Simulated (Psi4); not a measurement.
**B3LYP/6-31G(d) (Cartesian functions) run of SiNH2Cl (SMILES N[Si]Cl)**

What is the vertical singlet–triplet gap of SiNH2Cl at B3LYP/6-31G* (Cartesian functions)? 

Program for the calculation: Psi4 1.11.

### 1 The system as given

SiNH2Cl: 5 atoms, total charge 0, spin state singlet. As SMILES, `N[Si]Cl`. The coordinates come from a PBE0-D4/def2-TZVP relaxation. This is one conformer, not always the lowest.

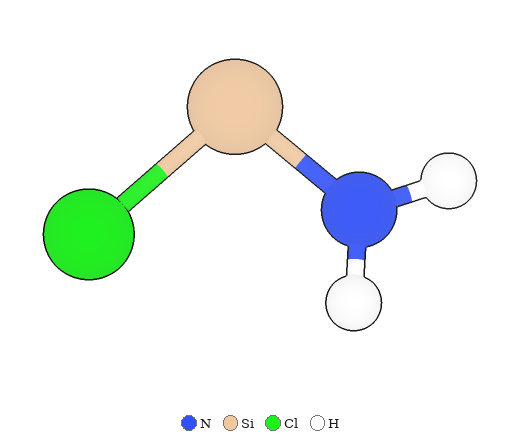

Viewed from a chosen angle; nitrogen blue, silicon light orange, chlorine green, hydrogen white.

### 2 Energy and forces at B3LYP/6-31G(d) (Cartesian functions)

Contents of job.dat:

```
memory 1600 mb

molecule mol {
  0 1
  N     -0.148200     0.583400    -0.233900
  Si    -0.116200    -0.341800     1.192600
  Cl     0.649000    -2.124500     0.377300
  H     -0.473300     1.538600    -0.227400
  H      0.138600     0.270600    -1.150000
  symmetry c1
}

set basis 6-31G*
set reference rks
set puream false
set e_convergence 1e-09
set d_convergence 1e-08
set scf_type pk
set dft_radial_points 99
set dft_spherical_points 590

E = gradient("b3lyp")
```

The run is started by

```console
$ psi4 -i job.dat -o job.out -n 1
```

job.out:

```text
[...]
  Running in c1 symmetry.
[...]
  Nuclear repulsion =  131.390318799166209
[...]
  Multiplicity = 1
[...]
  Nalpha       = 20
  Nbeta        = 20
[...]
    Number of basis functions: 57
[...]
   @RKS iter   1:  -805.44187625851373   -1.31325e-01   1.33498e-02 ADIIS/DIIS
[...]
   @RKS iter  12:  -805.69588885587962   -1.25056e-12   3.95595e-09 DIIS
[...]
    Orbital Energies [Eh]
    ---------------------
    Doubly Occupied:
       1A   -101.522215     2A    -66.167948     3A    -14.351220
       4A     -9.441466     5A     -7.201783     6A     -7.197630
       7A     -7.196488     8A     -5.311958     9A     -3.672070
      10A     -3.670806    11A     -3.666238    12A     -0.880756
      13A     -0.807825    14A     -0.527552    15A     -0.524308
      16A     -0.399975    17A     -0.339093    18A     -0.321020
      19A     -0.296044    20A     -0.252351
[...]
  @RKS Final Energy:  -805.69588885587962
   => Energetics <=
    Nuclear Repulsion Energy =            131.3903187991662094
    One-Electron Energy =               -1374.0372938816810802
    Two-Electron Energy =                 482.7705621038032291
    DFT Exchange-Correlation Energy =     -45.8194758771679105
    Empirical Dispersion Energy =           0.0000000000000000
    VV10 Nonlocal Energy =                  0.0000000000000000
    Total Energy =                       -805.6958888558795024
[...]
 Multipole Moments:
 ------------------------------------------------------------------------------------
     Multipole            Electronic (a.u.)      Nuclear  (a.u.)        Total (a.u.)
 ------------------------------------------------------------------------------------
 L = 1.  Multiply by 2.5417464519 to convert [e a0] to [Debye]
 Dipole X            :          0.8630411           -1.1210147           -0.2579735
 Dipole Y            :         -3.4601647            4.5469305            1.0867658
 Dipole Z            :          1.5694948           -2.1290867           -0.5595918
 Magnitude           :                                                    1.2493011
[...]
  -Total Gradient:
     Atom            X                  Y                   Z
    ------   -----------------  -----------------  -----------------
       1       -0.000113009347    -0.001750423286     0.003588763537
       2        0.003520406955    -0.002763564671    -0.013092695635
       3       -0.003701260458     0.008764825020     0.003700703900
       4        0.001632765642    -0.005008623569     0.000326337600
       5       -0.001334616179     0.000748817946     0.005470583384
[...]
```

Wall time 7.2 s (1 thread of Intel Xeon 6975P-C (Granite Rapids), shared host); peak memory 0.63 GiB.

### 3 The triplet at the same level

Contents of run.py:

```python
import psi4

psi4.set_memory(1600000000)
psi4.set_num_threads(1)
psi4.set_output_file('psi4.out', False)

mol = psi4.geometry("""
0 3
N
Si 1 1.700565
Cl 2 2.104344 1 98.20658
H 1 1.009029 2 121.04357 3 179.99707
H 1 1.009622 4 112.99555 2 179.99345
units angstrom
symmetry c1
""")

psi4.set_options({
    'basis': '6-31G*',
    'reference': 'uks',
    'puream': False,
    'e_convergence': 1e-09,
    'd_convergence': 1e-08,
    'scf_type': 'pk',
    'dft_radial_points': 99,
    'dft_spherical_points': 590,
    'maxiter': 200,
})

e, wfn = psi4.gradient("b3lyp", return_wfn=True)
print('gradient / Eh bohr^-1')
print(e.np.round(6))
print(f'energy = {wfn.energy():.10f} Eh')
```

The run is started by

```console
$ python run.py
```

psi4.out:

```text
[...]
  Running in c1 symmetry.
[...]
  Nuclear repulsion =  131.390326077442467
[...]
  Multiplicity = 3
[...]
  Nalpha       = 21
  Nbeta        = 19
[...]
    Number of basis functions: 57
[...]
   @UKS iter   1:  -805.31758654418195   -7.03504e-03   1.35079e-02 DIIS/ADIIS
[...]
   @UKS iter  13:  -805.57776825558358   -1.17097e-11   9.11973e-09 DIIS
[...]
   @S^2 Observed:                2.002449013E+00
[...]
    Orbital Energies [Eh]
    ---------------------
    Alpha Occupied:
       1A   -101.537582     2A    -66.183166     3A    -14.335280
       4A     -9.455240     5A     -7.218212     6A     -7.210517
       7A     -7.209943     8A     -5.328878     9A     -3.690087
      10A     -3.686927    11A     -3.686691    12A     -0.871869
      13A     -0.818001    14A     -0.534038    15A     -0.513074
      16A     -0.411624    17A     -0.345362    18A     -0.335667
      19A     -0.302233    20A     -0.296313    21A     -0.137722
    Alpha Virtual:
      22A     -0.015568    23A      0.045675    24A      0.117223
      25A      0.123482    26A      0.172899    27A      0.232058
[...]
  @UKS Final Energy:  -805.57776825558358
   => Energetics <=
    Nuclear Repulsion Energy =            131.3903260774424666
    One-Electron Energy =               -1373.7078451081238200
    Two-Electron Energy =                 482.5643137654014367
    DFT Exchange-Correlation Energy =     -45.8245629903038036
    Empirical Dispersion Energy =           0.0000000000000000
    VV10 Nonlocal Energy =                  0.0000000000000000
    Total Energy =                       -805.5777682555835781
[...]
 Multipole Moments:
 ------------------------------------------------------------------------------------
     Multipole            Electronic (a.u.)      Nuclear  (a.u.)        Total (a.u.)
 ------------------------------------------------------------------------------------
 L = 1.  Multiply by 2.5417464519 to convert [e a0] to [Debye]
 Dipole X            :          0.0000519           -0.0001005           -0.0000486
 Dipole Y            :         -2.0434919            2.8528461            0.8093542
 Dipole Z            :          3.6275894           -4.2808328           -0.6532435
 Magnitude           :                                                    1.0400871
[...]
  -Total Gradient:
     Atom            X                  Y                   Z
    ------   -----------------  -----------------  -----------------
       1       -0.000002548664    -0.023212899619     0.025926756068
       2        0.000001405857     0.020773016948    -0.010830639233
       3       -0.000000596659     0.000454939860    -0.013551082823
       4        0.000000019130    -0.001056948422     0.003268916818
       5        0.000001721719     0.003030292128    -0.004814376196
[...]
```

The script printed:

```text
gradient / Eh bohr^-1
[[-3.0000e-06 -2.3213e-02  2.5927e-02]
 [ 1.0000e-06  2.0773e-02 -1.0831e-02]
 [-1.0000e-06  4.5500e-04 -1.3551e-02]
 [ 0.0000e+00 -1.0570e-03  3.2690e-03]
 [ 2.0000e-06  3.0300e-03 -4.8140e-03]]
energy = -805.5777682556 Eh
```

It took 11 s on 1 thread of Intel Xeon 6975P-C (Granite Rapids), shared host; peak memory 0.63 GiB.

### 4 What came out

Level: B3LYP/6-31G* (Cartesian functions).

```
                                        quantity          value
                           singlet: total energy  -805.69589 Eh
                          singlet: dipole moment         3.18 D
                            singlet: HOMO energy       -6.87 eV
                            singlet: LUMO energy       -1.58 eV
                          singlet: HOMO–LUMO gap        5.28 eV
               singlet: largest force on an atom     0.712 eV/Å
                           triplet: total energy  -805.57777 Eh
                          triplet: dipole moment         2.64 D
     triplet: HOMO energy (highest over α and β)       -3.75 eV
                                   triplet: ⟨S²⟩          2.002
               triplet: largest force on an atom     1.789 eV/Å
vertical energy of the triplet above the singlet       3.214 eV
```

**Reading.** At this shape the triplet lies 3.21 eV (74 kcal/mol) above the singlet. The largest force (singlet) is 0.71 eV/Å: the shape isn't a stationary point for this species at this level.
